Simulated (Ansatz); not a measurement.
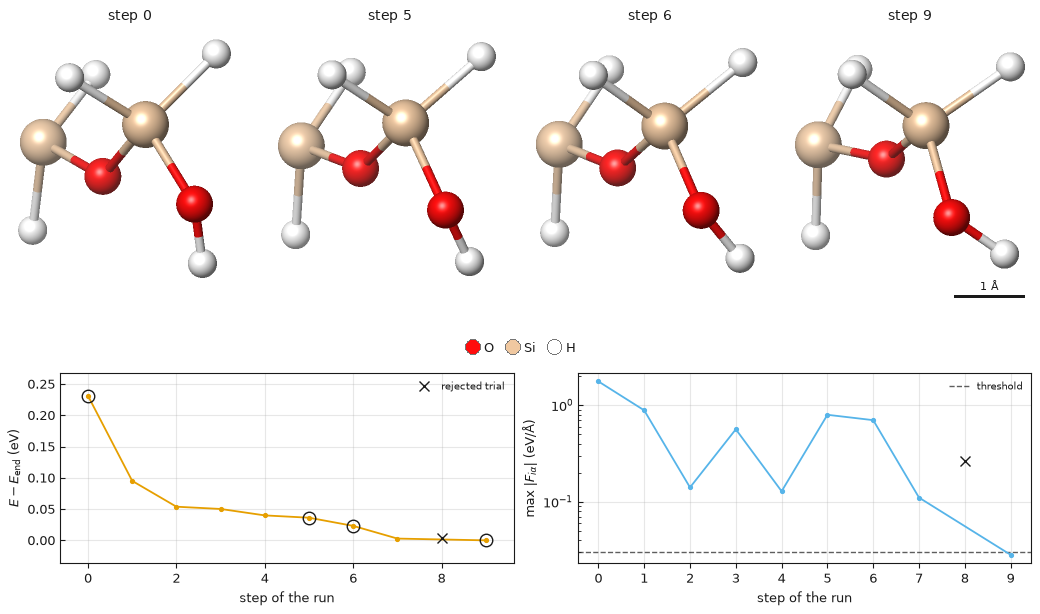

Frames of a relaxation of Si2H5O2 (multiplicity 2) (coarse preliminary run), marked on the history of the run. The picture is a ball-and-stick view, seen from a free direction.

The start comes from a force field.

Level of theory: Ansatz 0.2.0, UKS PBE-D4/def2-SVP.

Input file:
```yaml
crystal:
  periodic: [false, false, false]
  atoms:
    - {symbol: O, position_ang: [-1.788000, 1.143000, 0.912800]}
    - {symbol: Si, position_ang: [-0.378000, 1.067200, 0.137100]}
    - {symbol: O, position_ang: [-0.105400, -0.522400, -0.181500]}
    - {symbol: Si, position_ang: [1.145400, -1.436200, -0.934000]}
    - {symbol: H, position_ang: [-2.177600, 0.335900, 1.211400]}
    - {symbol: H, position_ang: [0.679400, 1.641600, 1.012000]}
    - {symbol: H, position_ang: [-0.395000, 1.821900, -1.132600]}
    - {symbol: H, position_ang: [2.416700, -1.239400, -0.263000]}
    - {symbol: H, position_ang: [0.691100, -2.857800, -0.779300]}
basis:
  gaussian: {orbitals: def2-SVP}
magnetization: {spin_polarized: true, initial_magnetization: 1}
hamiltonian: {xc: pbe, dispersion: d4}
relax: {f_tol: 0.03, max_steps: 200}
```

Run as
```bash
ansatz run in.yaml --threads 2 --pin off --events-out ev --progress --plain --max-ram 32768MiB --backend cpu
```

### What happens along the run?

The atom that moves furthest after the best rigid fit is O1 (0.39 Å). By element the largest moves are O 0.39 Å, H 0.39 Å, Si 0.11 Å. Some distances before and after: Si4–H8 1.451 → 1.515 Å, O1–Si2 1.611 → 1.669 Å, O3–Si4 1.722 → 1.673 Å, O1–H5 0.945 → 0.973 Å. Among the angles between lasting bonds that change: Si2–O3–Si4 135.9° → 151.7°, O1–Si2–H7 112.3° → 105.4°, O3–Si2–H6 111.7° → 106.9°. Groups turn about O1–Si2 by about 60°, Si2–O3 by about 30°. Over 8 accepted moves (9 points after the start) the energy falls by 0.231 eV. The largest force component goes from 1.8 to 0.028 eV/Å. The line search rejected the trial step at point 8 of the run. The run took roughly 40 core-seconds on a shared host. From step 0 to 5: O1 moves most (0.18 Å), energy −0.195 eV. From step 5 to 6: H5 moves most (0.20 Å), energy −0.013 eV. From step 6 to 9: H atoms move most (0.20 Å), energy −0.023 eV.
